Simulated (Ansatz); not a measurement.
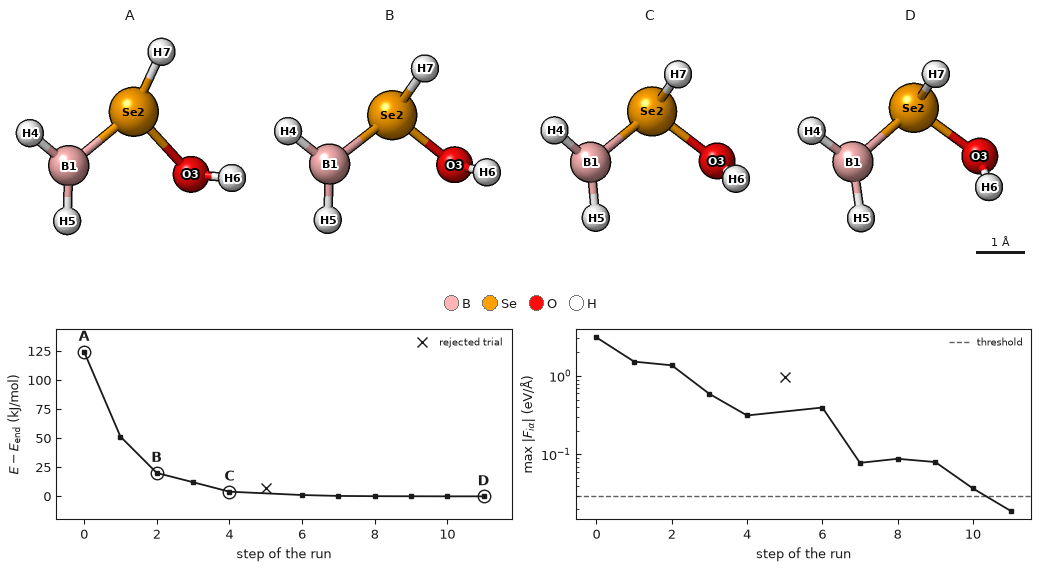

Frames of a relaxation of BH4SeO (charge +1), marked on the history of the run. Style: ball-and-stick. Shown at a tilt.

It is one of the separated reactants of a reaction.

Method: RKS PBE-D4/def2-SVP in Ansatz 0.2.0. (force threshold 0.03 eV/Å; at most 250 steps)

> Describe the path.

The energy falls by 124.4 kJ/mol in 10 accepted moves (11 points after the start). Largest force component: 3.1 eV/Å at the start, 0.019 eV/Å at the end. The line search rejected the trial step at point 5 of the run. The largest move after the best rigid fit is that of H6, 0.56 Å. By element the largest moves are H 0.56 Å, Se 0.51 Å, O 0.43 Å, B 0.12 Å. Among the contacts that change: Se2–O3 1.981 → 1.776 Å, B1–Se2 1.869 → 2.026 Å, B1–H5 1.185 → 1.207 Å, O3–H6 0.973 → 0.986 Å. Bond angles that change, for instance: B1–Se2–H7 133.2° → 91.5°, O3–Se2–H7 119.0° → 102.6°, Se2–B1–H5 125.9° → 117.9°. Cost: 11 s on 2 threads of AMD EPYC 7R43 64-Core, with other jobs on the host. From step 0 to 2: Se2 moves most (0.38 Å), energy −104.2 kJ/mol. From step 2 to 4: H6 moves most (0.28 Å), energy −16.1 kJ/mol. From step 4 to 11: H6 moves most (0.25 Å), energy −4.01 kJ/mol.

```tsv
step	E − E(0), kJ/mol	largest force component, eV/Å	note
0	0.00	3.0924	
1	-72.94	1.5212	
2	-104.20	1.3653	
3	-112.19	0.5907	
4	-120.34	0.3138	
5	-117.04	0.9772	rejected
6	-123.20	0.3959	
7	-123.99	0.0782	
8	-124.21	0.0881	
9	-124.27	0.0801	
10	-124.34	0.0370	
11	-124.35	0.0192
```
